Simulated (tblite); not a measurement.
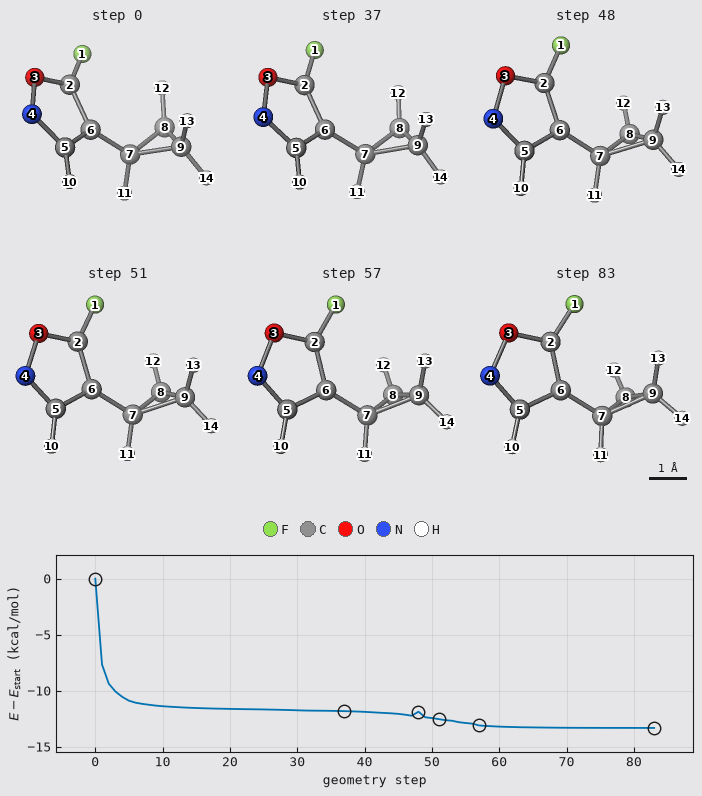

Frames of a relaxation of C₆H₅FNO (multiplicity 2), marked on the history of the run. A ball-and-stick model, seen at a tilt.

The calculation used GFN2-xTB geometry optimisation, gas phase in tblite. 

What happens along the run?

Over 83 geometry steps the energy falls by 13.3 kcal/mol. The largest move after the best rigid fit is that of F1, 1.15 Å. By element the largest moves are F 1.15 Å, H 1.04 Å, C 0.53 Å, N 0.39 Å, O 0.24 Å. Near-neighbour distances that change, for instance: C8–C9 1.520 → 1.454 Å, C7–H11 1.133 → 1.084 Å, N4–C5 1.350 → 1.302 Å, O3–N4 1.307 → 1.353 Å. Among the angles between lasting bonds that change: C9–C8–H12 117.7° → 130.1°, C7–C8–H12 121.3° → 129.7°, F1–C2–O3 124.9° → 116.8°. Groups turn about C6–C7 by about 55°. The run took 0.75 s on 1 thread of Intel(R) Xeon(R) Platinum 8259CL CPU @ 2.50GHz (shared host). From step 0 to 37: H12 moves most (0.31 Å), energy −11.8 kcal/mol. From step 37 to 48: H10 moves most (0.53 Å), energy −0.05 kcal/mol. From step 48 to 51: H12 moves most (0.07 Å), energy −0.66 kcal/mol. From step 51 to 57: F1 moves most (0.27 Å), energy −0.56 kcal/mol. From step 57 to 83: F1 moves most (0.23 Å), energy −0.22 kcal/mol.

```
step  E − E(0), kcal/mol
   0                0.00
   1               -7.66
   2               -9.37
   3              -10.07
   4              -10.55
   5              -10.89
   6              -11.07
   7              -11.17
   8              -11.25
   9              -11.33
  10              -11.38
  14              -11.52
  18              -11.59
  22              -11.64
  25              -11.67
  29              -11.72
  33              -11.78
  37              -11.82
  41              -11.92
  45              -12.06
  48              -11.87
  52              -12.63
  56              -12.93
  60              -13.20
  64              -13.26
  68              -13.29
  71              -13.31
  75              -13.31
  79              -13.32
  83              -13.32
```
